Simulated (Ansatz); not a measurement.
# BrClFGeH (SMILES [F][GeH]([Cl])[Br]): what the fields show

```xyz
5

F    -0.7643   -0.3205    1.6099
Ge    0.0277    0.0815    0.1001
Cl    1.4592   -1.4631   -0.3084
Br   -1.4250    0.1839   -1.6544
H     0.7523    1.4446    0.2113
```

Not at a stationary point (largest force 1.0 eV/Å).

Theory: Ansatz, SCF LDA, Gaussian basis.

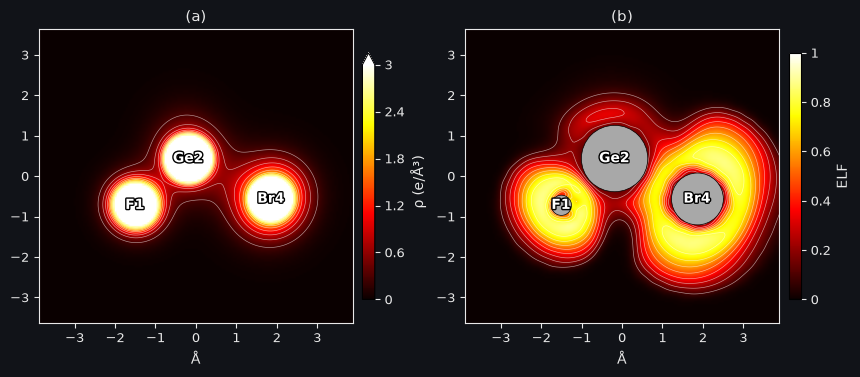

Figure 1. (a) electron density; (b) ELF on the plane of atoms F1, Ge2 and Br4. Grey discs cover the atomic cores in the ELF map.

**Describe what can be read from this map.**

- The section cuts through F, Ge and Br sites.
- Ge–F (1.75 Å): ρ is about 0.9 e/Å³ halfway; the ELF peaks at about 0.80 in the valence shell of F, 0.5 Å from its nucleus, and is about 0.25 at the midpoint.
- Ge–Br (2.28 Å): the density is about 0.69 e/Å³ at the midpoint; the ELF peaks at about 0.75 in the valence shell of Br, 1.0 Å from its nucleus, and is about 0.70 at the midpoint.
- The ELF also peaks beside Br4 and F1, away from the bonds: lone-pair regions.

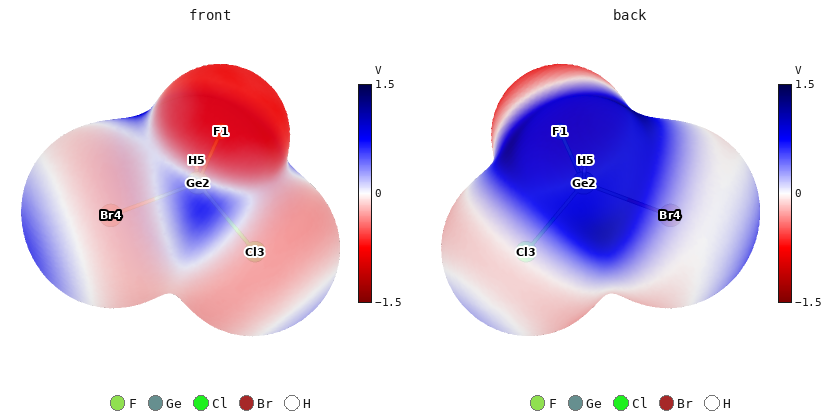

Figure 2. The molecular electrostatic potential painted on the density surface at 0.001 e/bohr³, seen from the front and from behind; red is negative and blue positive.

**Describe the electrostatic potential map.**

The most negative region (about −0.8 V) lies over F1, the most positive (about +1.1 V) over Ge2. Br4 shows a σ-hole: about +0.5 V at the tip opposite its bond, against about −0.1 V on its flanks.

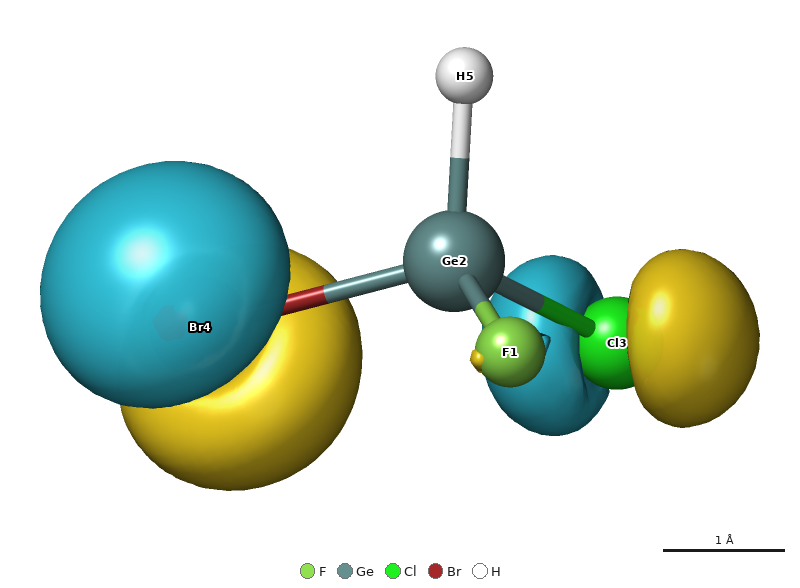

Figure 3. The HOMO at ±0.15 Å⁻³ᐟ² (yellow and cyan are the two phases), seen from one side.

**Describe this orbital and give its energy.**

By Hirshfeld shares it lies mainly on Br4 (about 75 %) and Cl3 (about 20 %); largely a lone pair of Br4. Its energy is −7.68 eV.
